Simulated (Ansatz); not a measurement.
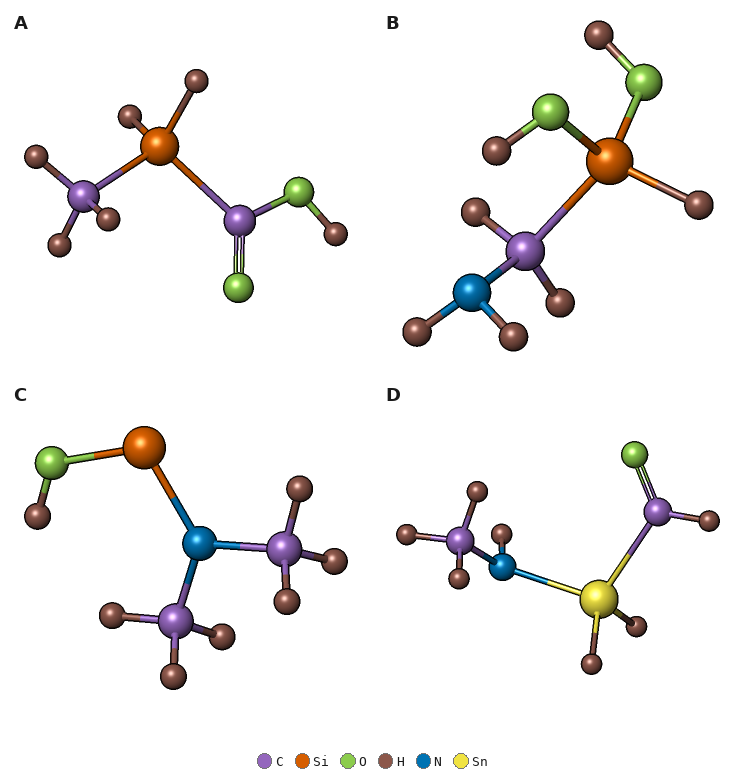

(Drawn from a calculation with Ansatz.)

Question: Match each picture to its SMILES.
(1) C[NH][SnH2][CH]=O
(2) CN(C)[Si]O
(3) C[SiH2]C(=O)O
(4) NC[SiH](O)O

Answer: A is (3), B is (4), C is (2), D is (1).
